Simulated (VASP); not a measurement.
Band structure of PbF2 (fluorite). All values below come from vdW-DF2, VASP's PBE PAW potentials (set 64) (plane waves; VASP).

Unless said otherwise, spin-orbit coupling is left out, though it shifts the bands of the heavy elements here.

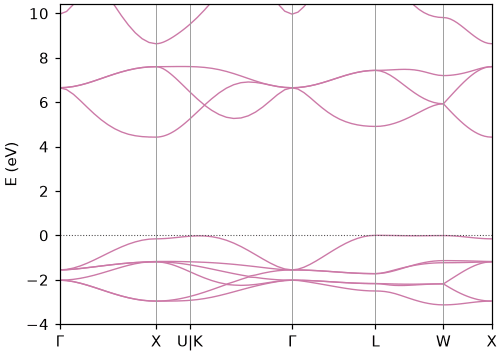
Fig. 1. Bands along high-symmetry lines, zero at the valence-band maximum or, without a gap, the Fermi level

**Question.** Read the plot: is there a gap, and where are the band edges?

**Answer.** The gap is indirect, 4.43 eV, from the valence maximum at L to the conduction minimum at X. (Edges off the drawn lines would not show.)

The compound is PbF2 in the fluorite structure, the β form. It was relaxed first, which changed the volume by +7 %.
